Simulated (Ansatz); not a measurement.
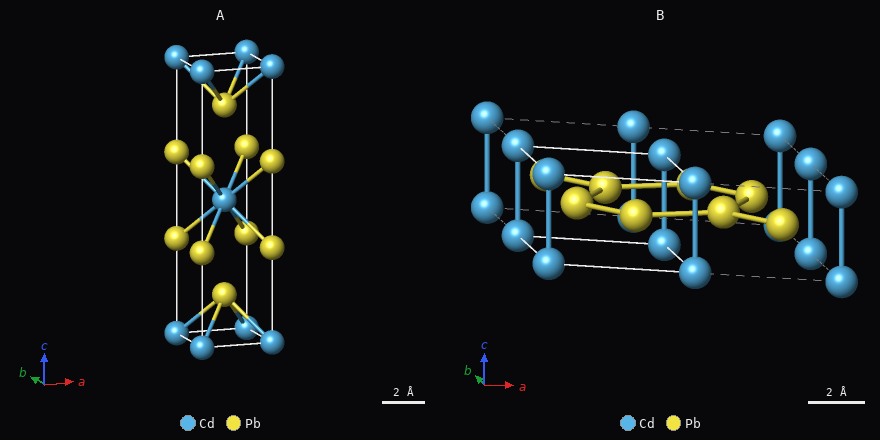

Two structures of CdPb2, each relaxed to rest (conventional cells in solid outline, small ones repeated, not to one scale). Method: DFT PBE, scalar-relativistic, plane waves, PAW in Ansatz, without spin polarisation.

### Identify the two structures.

A: 6 atoms a cell on a body-centred tetragonal lattice, I4/mmm. B: AlB₂ type, P6/mmm.

### Which is the more stable form at this level of theory?

A is lower, by 89 meV/atom at this level of theory (energies at zero smearing). Volumes: A 29.2, B 30.1 Å³/atom.

One or both may be structure types tried for this composition rather than known phases.
